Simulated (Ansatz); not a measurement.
# [BPH4]− (SMILES [BH2-]P): UHSE06/STO-3G

Aim: the vertical ionisation energy of [BPH4]− at UHSE06/STO-3G, from 2 runs. 

Program for the calculation: Ansatz 0.2.0.

### 1 The system as given

The species is [BPH4]− (6 atoms), meant as a doublet with charge -1. SMILES: `[BH2-]P`. The coordinates come from a GFN2-xTB relaxation.

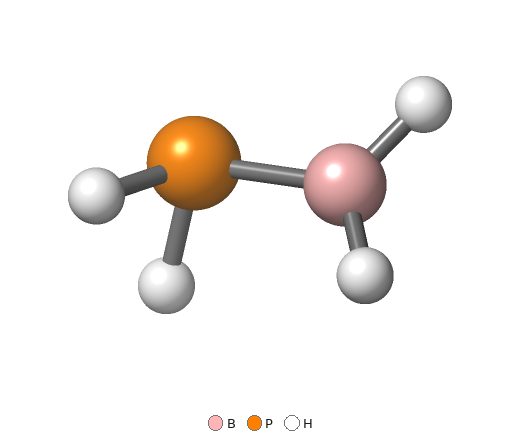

Viewed from a chosen angle; boron pink, phosphorus orange, hydrogen white.

### 2 A single-point energy at UHSE06/STO-3G

run.yaml

```yaml
crystal:
  periodic: [false, false, false]
  atoms:
    - symbol: B
      position_ang: [0.058330, -0.904490, -0.063420]
    - symbol: P
      position_ang: [0.594500, 0.859390, -0.069700]
    - symbol: H
      position_ang: [-1.074820, -1.226640, 0.137320]
    - symbol: H
      position_ang: [0.887520, -1.733390, -0.266300]
    - symbol: H
      position_ang: [-0.421990, 1.553630, -0.816460]
    - symbol: H
      position_ang: [-0.043540, 1.451500, 1.078550]
basis:
  gaussian:
    orbitals: STO-3G
total_charge: -1
magnetization:
  spin_polarized: true
  initial_magnetization: 1
hamiltonian:
  xc: hse06
accuracy: high
```

The run is started by

```sh
$ ansatz run run.yaml --threads 1 --pin off --max-ram 2610MiB --events-out events.jsonl --progress --plain --runs-dir runs
```

Standard output:

```text
Warning: RAYON_NUM_THREADS=1 ignored (pool sized by the plan → 1); use --threads N
Functional definition: HSE06
  name "HSE06"
  parameter a = 0.25
  parameter omega = 0.11/bohr
  exchange = pbe_x - a*pbe_x_sr(omega) + a*exact_x_sr(omega)
  correlation = pbe_c
313 factors; integrals over basis functions are off by at most 1.3e-8 eV
59 factors; integrals over basis functions are off by at most 1.3e-9 eV
mean field evaluation 1: about -9905.8402 eV, gradient 1.0e1 eV
mean field evaluation 2: about -9906.2910 eV, gradient 6.8e0 eV
mean field evaluation 4: about -9906.6586 eV, gradient 2.0e-1 eV
mean field evaluation 8: about -9906.6282 eV, gradient 1.9e-3 eV
mean field evaluation 16: about -9906.6282 eV, gradient 9.3e-8 eV
mean field -9906.62820011 eV, -364.0618714001 hartree, gradient 9.3e-8 eV, S^2 0.755369; 0 other end points of the search recorded, 0 dependent functions left out
reference -9906.62820189 eV, -364.0618714656 hartree; 13, 12 occupied and 5, 6 virtual orbitals, 313 factors
Total energy: -9906.62820189 eV, -364.0618714656 hartree
```

Run time: 3.6 s. Hardware: 1 thread of Intel Xeon Platinum 8259CL at 2.50GHz (Skylake/Cascade Lake), shared host; peak memory 0.14 GiB.

### 3 Singlet neutral BPH4

in.yaml

```yaml
crystal:
  periodic: [false, false, false]
  atoms:
    - {symbol: B, position_ang: [0.058330, -0.904490, -0.063420]}
    - {symbol: P, position_ang: [0.594500, 0.859390, -0.069700]}
    - {symbol: H, position_ang: [-1.074820, -1.226640, 0.137320]}
    - {symbol: H, position_ang: [0.887520, -1.733390, -0.266300]}
    - {symbol: H, position_ang: [-0.421990, 1.553630, -0.816460]}
    - {symbol: H, position_ang: [-0.043540, 1.451500, 1.078550]}
basis:
  gaussian: {orbitals: STO-3G}
hamiltonian: {xc: {name: HSE06}}
accuracy: high
```

The run is started by

```sh
$ ansatz run in.yaml --threads 1 --pin off --max-ram 2610MiB --events-out events.jsonl --progress --plain --runs-dir runs
```

Standard output:

```text
Warning: RAYON_NUM_THREADS=1 ignored (pool sized by the plan → 1); use --threads N
Functional definition: HSE06
  name "HSE06"
  parameter a = 0.25
  parameter omega = 0.11/bohr
  exchange = pbe_x - a*pbe_x_sr(omega) + a*exact_x_sr(omega)
  correlation = pbe_c
313 factors; integrals over basis functions are off by at most 1.3e-8 eV
59 factors; integrals over basis functions are off by at most 1.3e-9 eV
mean field evaluation 1: about -9909.9544 eV, gradient 7.8e0 eV
mean field evaluation 2: about -9910.0885 eV, gradient 4.7e0 eV
mean field evaluation 4: about -9910.1724 eV, gradient 6.9e-2 eV
mean field evaluation 8: about -9910.1301 eV, gradient 4.0e-4 eV
mean field evaluation 16: about -9910.1301 eV, gradient 4.4e-9 eV
mean field -9910.13012113 eV, -364.1905646240 hartree, gradient 4.4e-9 eV, S^2 0.000000; 0 other end points of the search recorded, 0 dependent functions left out
reference -9910.13012296 eV, -364.1905646913 hartree; 12, 12 occupied and 6, 6 virtual orbitals, 313 factors
Total energy: -9910.13012296 eV, -364.1905646913 hartree
```

It took 1.4 s on 1 thread of Intel Xeon Platinum 8259CL at 2.50GHz (Skylake/Cascade Lake), shared host; peak memory 0.11 GiB.

### 4 Results

Level: UHSE06/STO-3G.

```
                                           quantity          value
                      doublet [BPH4]−: total energy  -364.06187 Eh
                              doublet [BPH4]−: ⟨S²⟩          0.755
                 singlet neutral BPH4: total energy  -364.19056 Eh
vertical detachment energy (to the singlet neutral)      -3.502 eV
```

The species is unbound against losing an electron at this level, by 3.50 eV (−338 kJ/mol); missing correlation or diffuse functions can give that sign where the real anion is bound. Only the singlet of the ionised species was computed; a triplet could lie lower. In a minimal basis such a difference can be off by several eV, whatever the method.
